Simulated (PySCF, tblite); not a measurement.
**C5H9OSi radical: geometry, infrared bands and EPR parameters**

Aim: predict the infrared bands and EPR parameters of C5H9OSi radical (`OC[C@@H]1[C]=CC[SiH2]1`).

Computed with tblite 0.8.0 and PySCF 2.14.0, with density-fitted response routines of our own, on a single molecule in the gas phase. Atoms count from 0, in the outputs and in this text.

## 1. Starting geometry

16 atoms, charge 0, multiplicity 2; geometry from: force field or distance geometry start.

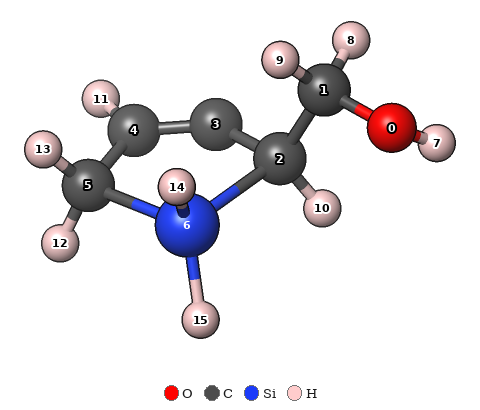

As it starts; oxygen red, carbon dark grey, silicon blue, hydrogen pink, atoms numbered.

## 2. Geometry optimisation with GFN2-xTB

What the job is given:

```
{"job": {"kind": "relax", "xc": "GFN2-xTB", "basis": "xTB"}, "charge": 0, "multiplicity": 2}
O     -2.790200     0.330700    -0.944200
C     -1.541900     0.971600    -0.754200
C     -0.759500     0.261200     0.366800
C      0.473200     0.942600     0.760900
C      1.751000     0.708200     0.754600
C      2.118800    -0.621500     0.121200
Si     0.278400    -1.406400    -0.401000
H     -3.336700     0.521400    -0.153200
H     -1.729300     2.008500    -0.477000
H     -1.006400     0.966500    -1.695600
H     -1.374200    -0.138000     1.181000
H      2.487200     1.393800     1.141600
H      2.571900    -1.315200     0.843300
H      2.700800    -0.518400    -0.803100
H      0.165500    -1.481500    -1.876900
H     -0.016300    -2.614500     0.437900
```

The run is started by

```sh
> OMP_NUM_THREADS=1 python probes_run.py task.json out
```

One launch serves the whole session: the jobs run in the order shown.

Log:

```text
step      E/eV     max force
  0    -569.59451    2.630
  1    -569.82602    1.477
  2    -570.02557    1.047
  3    -570.07669    0.686
  4    -570.11145    0.505
  5    -570.12895    0.313
  6    -570.13728    0.234
  7    -570.14326    0.178
  8    -570.14815    0.177
  9    -570.15141    0.135
 10    -570.15332    0.099
 11    -570.15477    0.096
 12    -570.15610    0.103
 13    -570.15719    0.090
 14    -570.15806    0.080
 15    -570.15898    0.086
 16    -570.16035    0.116
 17    -570.16226    0.147
 18    -570.16428    0.129
 19    -570.16603    0.110
 20    -570.16769    0.106
 21    -570.16959    0.139
 22    -570.17182    0.150
 23    -570.17389    0.104
 24    -570.17548    0.088
 25    -570.17704    0.105
 26    -570.17954    0.189
 27    -570.18324    0.240
 28    -570.18675    0.199
 29    -570.18821    0.277
 30    -570.19064    0.225
 31    -570.19252    0.117
 32    -570.19455    0.127
 33    -570.19622    0.179
 34    -570.19790    0.178
 35    -570.19976    0.131
 36    -570.20228    0.105
 37    -570.20491    0.175
 38    -570.20713    0.188
 39    -570.20912    0.162
 40    -570.21092    0.140
 41    -570.21225    0.129
 42    -570.21415    0.110
 43    -570.21659    0.164
 44    -570.21812    0.129
 45    -570.22009    0.087
 46    -570.22131    0.081
 47    -570.22212    0.079
 48    -570.22281    0.073
 49    -570.22357    0.057
 50    -570.22409    0.066
 51    -570.22441    0.045
 52    -570.22461    0.042
 53    -570.22488    0.037
 54    -570.22519    0.034
 55    -570.22555    0.049
 56    -570.22583    0.053
 57    -570.22612    0.046
 58    -570.22646    0.039
 59    -570.22677    0.039
 60    -570.22698    0.034
 61    -570.22710    0.027
 62    -570.22722    0.024
 63    -570.22734    0.027
 64    -570.22744    0.020
 65    -570.22749    0.018
 66    -570.22752    0.017
 67    -570.22754    0.015
 68    -570.22755    0.012
 69    -570.22757    0.010
```

It took 0.35 s on 1 thread of Intel Xeon 6975P-C, shared host.

Relaxation path: (not every step is listed)

```
step  energy from step 0 (eV)  largest force (eV/Å)
   0                   0.0000                2.6296
   1                  -0.2315                1.4765
   2                  -0.4311                1.0466
   3                  -0.4822                0.6859
   4                  -0.5169                0.5046
   5                  -0.5344                0.3127
   6                  -0.5428                0.2340
   7                  -0.5488                0.1778
   8                  -0.5536                0.1771
  13                  -0.5627                0.0898
  18                  -0.5698                0.1288
  23                  -0.5794                0.1042
  28                  -0.5922                0.1995
  33                  -0.6017                0.1794
  38                  -0.6126                0.1877
  43                  -0.6221                0.1638
  48                  -0.6283                0.0729
  53                  -0.6304                0.0371
  58                  -0.6319                0.0386
  63                  -0.6328                0.0270
  64                  -0.6329                0.0205
  65                  -0.6330                0.0182
  66                  -0.6330                0.0168
  67                  -0.6330                0.0146
  68                  -0.6330                0.0119
  69                  -0.6331                0.0096
```

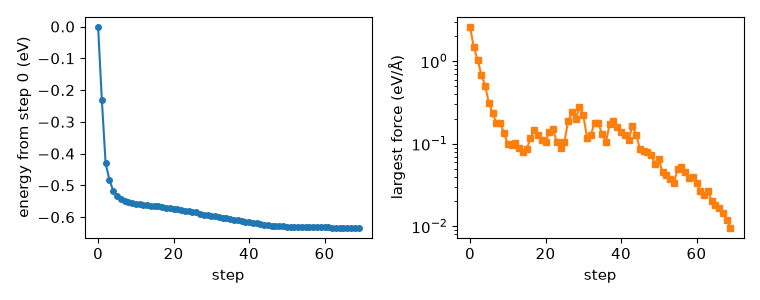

Energy and largest force along the relaxation.

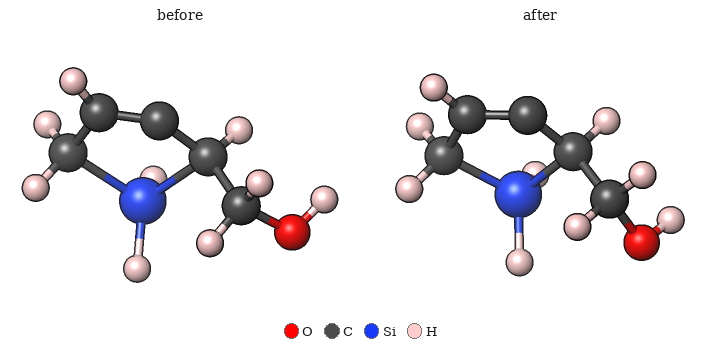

The geometry before (left) and after (right).

Close pairs (by a distance rule), those that changed most:

```
   bond  before (Å)  after (Å)  change (Å)
 C5–Si6       2.068      1.913      -0.155
 C2–Si6       2.109      1.966      -0.143
Si6–H15       1.500      1.466      -0.034
Si6–H14       1.482      1.458      -0.025
  O0–H7       0.980      0.964      -0.016
  C1–C2       1.541      1.526      -0.014
  C4–C5       1.518      1.530      +0.011
  C1–H8       1.090      1.100      +0.011
```

The end geometry stands in the next job.

## 3. Harmonic vibrations with GFN2-xTB

What the job is given:

```
{"job": {"kind": "ir", "xc": "GFN2-xTB", "basis": "xTB"}, "charge": 0, "multiplicity": 2}
O     -2.432501     0.137469    -1.228920
C     -1.502497     1.032161    -0.661296
C     -0.649035     0.351721     0.405332
C      0.524851     1.111807     0.798009
C      1.755140     0.702458     0.678047
C      1.953478    -0.687776     0.071834
Si     0.175749    -1.287715    -0.300740
H     -3.011595    -0.184663    -0.529252
H     -2.016168     1.911225    -0.244510
H     -0.871890     1.364337    -1.488677
H     -1.281059     0.131098     1.272383
H      2.628001     1.262090     0.973114
H      2.487767    -1.321777     0.782006
H      2.586067    -0.615134    -0.815115
H     -0.099431    -1.468022    -1.720672
H     -0.254477    -2.430334     0.510381
```

Log:

```text
mode    cm-1     km/mol
  1      65.0      0.89
  2      95.0      5.61
  3     165.0      6.52
  4     224.8      4.52
  5     345.8     89.31
  6     380.0     56.69
  7     417.4     70.86
  8     472.6     18.34
  9     496.0     10.84
 10     521.5      6.03
 11     575.9     57.48
 12     624.1    105.30
 13     664.2      9.36
 14     720.0     75.33
 15     750.9    145.51
 16     774.1     98.12
 17     817.5      2.65
 18     944.1      5.48
 19     957.8     14.20
 20     994.3     30.50
 21    1050.7      6.48
 22    1057.6     59.86
 23    1092.5     25.82
 24    1101.4     20.27
 25    1141.2     59.08
 26    1162.7     15.59
 27    1230.4     23.48
 28    1286.7      3.04
 29    1308.3     21.65
 30    1340.5     68.98
 31    1455.5      1.01
 32    1488.0      0.38
 33    1734.0     54.03
 34    2243.6    330.38
 35    2319.9    264.62
 36    2865.5     75.34
 37    2907.6     58.19
 38    2950.1     41.00
 39    2970.6     26.70
 40    2985.5     32.63
 41    3086.6     44.03
 42    3542.8      7.01
```

Run time: 0.41 s. Hardware: 1 thread of Intel Xeon 6975P-C, shared host.

Which atoms move in the most intense modes:

```
cm⁻¹  km/mol                                  atoms
 346    89.3                      H7 50 %, Si6 14 %
 624   105.3                     H14 44 %, H15 34 %
 720    75.3  H13 24 %, C5 23 %, H11 22 %, H12 21 %
 751   145.5                     H15 44 %, H14 42 %
 774    98.1             C5 34 %, Si6 18 %, C3 12 %
2244   330.4                               H15 97 %
2320   264.6                               H14 97 %
2866    75.3                                H8 92 %
```

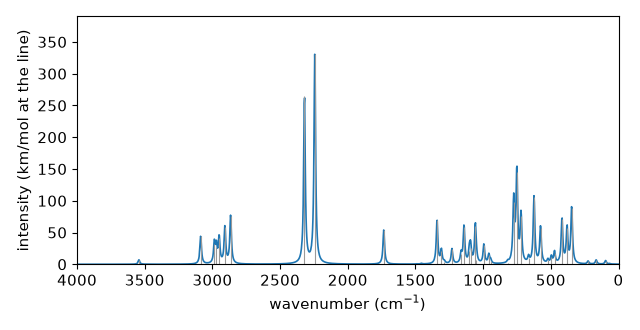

The infrared spectrum from these modes, unscaled. Lines are broadened to a width of 14 cm⁻¹ (Lorentzian).

## 4. EPR parameters: B3LYP/pcH-1

Settings changed since step 3:

```diff
@@ -1,2 +1,2 @@
-{"job": {"kind": "ir", "xc": "GFN2-xTB", "basis": "xTB"}, "charge": 0, "multiplicity": 2}
+{"job": {"kind": "epr", "basis": "pcH-1"}, "charge": 0, "multiplicity": 2}
 O     -2.432501     0.137469    -1.228920
```

Method: UKS B3LYP, pcH-1 on C H O Si, non-relativistic, mean-field spin-orbit, GIAO.

Log:

```text
UKS, coarse grid
  cycle   1  E = -560.47662496  |g| = 5.35e-01
  cycle   2  E = -560.36534330  |g| = 7.70e-01
  cycle   3  E = -560.58815789  |g| = 8.03e-02
  cycle   4  E = -560.58983814  |g| = 4.71e-02
  cycle   5  E = -560.59097107  |g| = 1.40e-02
  cycle   6  E = -560.59107266  |g| = 6.87e-03
  cycle   7  E = -560.59110609  |g| = 2.03e-03
  cycle   8  E = -560.59111660  |g| = 1.12e-03
  cycle   9  E = -560.59111738  |g| = 5.36e-04
UKS, final grid
  cycle   1  E = -560.59114975  |g| = 5.12e-04
  cycle   2  E = -560.59114988  |g| = 5.99e-04
  cycle   3  E = -560.59115008  |g| = 1.29e-04
  cycle   4  E = -560.59115013  |g| = 1.37e-04
  cycle   5  E = -560.59115015  |g| = 3.29e-05
  cycle   6  E = -560.59115015  |g| = 9.30e-06
E = -560.59115015 Eh   <S^2> = 0.7581 (exact 0.7500)
g shifts (ppm)      1          2          3
  rmc          -161       -161       -161
  gc             25         12         -2
  oz_so        -279         43        238
  total        -414       -105         75
hyperfine (MHz)  atom isotope    a_iso     a_fc   dipolar eigenvalues
    0   17O      -1.07      -1.07     -1.05      0.39      0.66
    1   13C      12.24      12.24     -1.51     -1.15      2.66
    2   13C      15.29      15.29     -8.14     -6.92     15.06
    3   13C     333.85     333.97    -74.92    -55.88    130.80
    4   13C      34.99      35.00    -18.48      0.78     17.69
    5   13C      60.43      60.47     -6.42     -5.46     11.88
    6  29Si     -88.80     -88.95    -23.99     11.73     12.26
    7    1H      -0.10      -0.10     -1.27     -1.06      2.33
    8    1H      -1.05      -1.05     -3.48     -2.53      6.01
    9    1H      -0.35      -0.35     -3.49     -2.43      5.93
   10    1H      19.86      19.86     -7.08     -4.86     11.94
   11    1H      51.86      51.86     -6.24     -4.89     11.13
   12    1H      -8.35      -8.35     -3.53     -1.31      4.84
   13    1H      -9.21      -9.21     -3.51     -1.42      4.93
   14    1H       5.44       5.43     -2.21     -0.81      3.02
   15    1H       5.88       5.87     -2.22     -0.79      3.01
```

Run time: 57 s. Hardware: 1 thread of Intel Xeon 6975P-C, shared host; peak memory 1 GiB.

Principal g values 2.00190, 2.00221, 2.00239; g(iso) = 2.00217, against 2.00232 for a free electron.

Hyperfine couplings, nucleus by nucleus at this fixed geometry (no averaging over rotations):

```
nuclei  isotope  a(iso) (MHz)  a(iso) (G, at g = 2.0023)  largest dipolar term (MHz)
    C3      13C         333.8                      119.1                       130.8
   Si6     29Si         -88.8                      -31.7                       -24.0
    C5      13C          60.4                       21.6                        11.9
   H11       1H          51.9                       18.5                        11.1
    C4      13C          35.0                       12.5                       -18.5
   H10       1H          19.9                        7.1                        11.9
    C2      13C          15.3                        5.5                        15.1
    C1      13C          12.2                        4.4                         2.7
   H13       1H          -9.2                       -3.3                         4.9
   H12       1H          -8.4                       -3.0                         4.8
   H15       1H           5.9                        2.1                         3.0
   H14       1H           5.4                        1.9                         3.0
    O0      17O          -1.1                       -0.4                        -1.0
    H8       1H          -1.0                       -0.4                         6.0
```

Mulliken spin populations:

O0 0.00; C1 0.00; C2 -0.02; C3 0.93; C4 -0.12; C5 0.07; Si6 0.10; H7 0.00; H8 0.00; H9 0.00; H10 0.00; H11 0.02; H12 0.00; H13 0.00; H14 0.00; H15 0.00

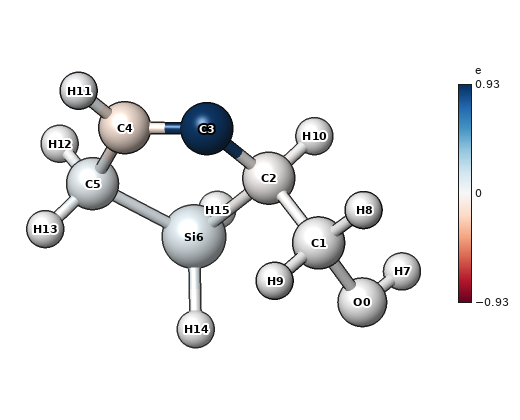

Mulliken spin populations, as colours on the atoms.

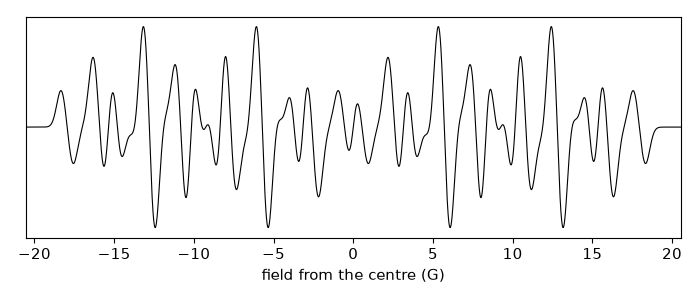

First-order isotropic spectrum (first derivative, main isotopes with spin only, couplings over 0.8 MHz, Gaussian width 0.3 G; couplings of the frozen geometry, rotation of groups not averaged beyond the rows shown).

The fields below are evaluated on a grid from the run's orbitals.

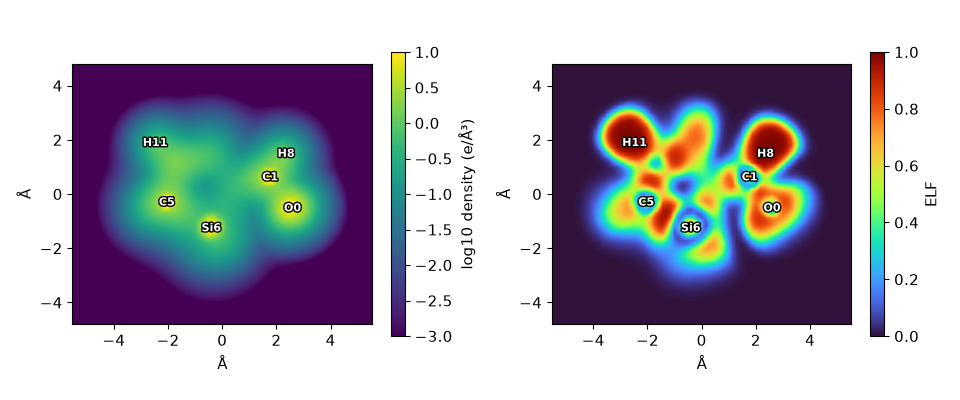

Density (left) and ELF (right) in a plane through or near 6 of the atoms.

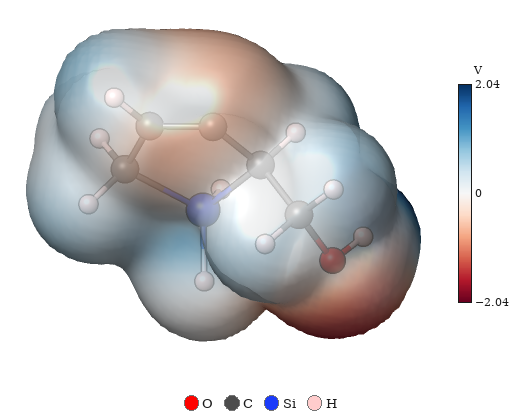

The potential that a unit positive charge feels on the 0.002 e/bohr³ surface, from -1.53 V near O0 to 2.04 V near H7.

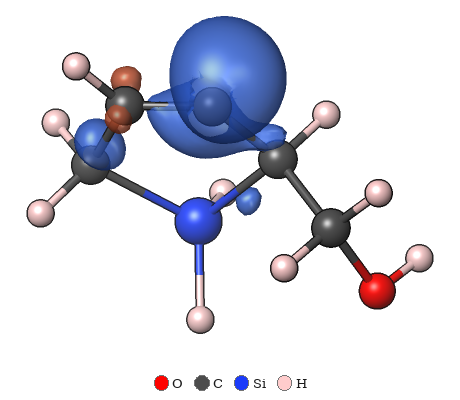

Spin density at ±0.05 e/Å³ (alpha excess blue, beta excess red).

## 5. Results

| quantity | value |
| --- | --- |
| strongest single infrared mode (GFN2-xTB) | 2244 cm⁻¹, 330 km/mol |
| zero-point energy (GFN2-xTB) | 76.2 kcal/mol |
| g(iso) (B3LYP) | 2.00217 |
| ⟨S²⟩ | 0.758 (exact 0.75) |
| largest a(iso) | 13C on C3, 333.8 MHz |
| potential on the surface of density 0.002 e/bohr³, 1st and 99th percentile | -1.53 V and 2.04 V |

In words: Over 69 steps the energy fell by 0.633 eV; of the close pairs, C5–Si6 changed most, 2.068 to 1.913 Å. All 42 modes are real, so the xTB geometry is a minimum. The strongest single mode, at 2244 cm⁻¹, moves mainly H15. Unscaled tight-binding wavenumbers are off by several per cent, some by more. Its intensities can rank the bands wrongly. C3 carries the largest spin population, 0.93 e. The isotropic g lies 0.1 ppt below the free-electron value. These values are for one conformer; the search (at its own cheap level) found 1 more, at 0.63 kcal/mol, and measured spectra average over such forms.
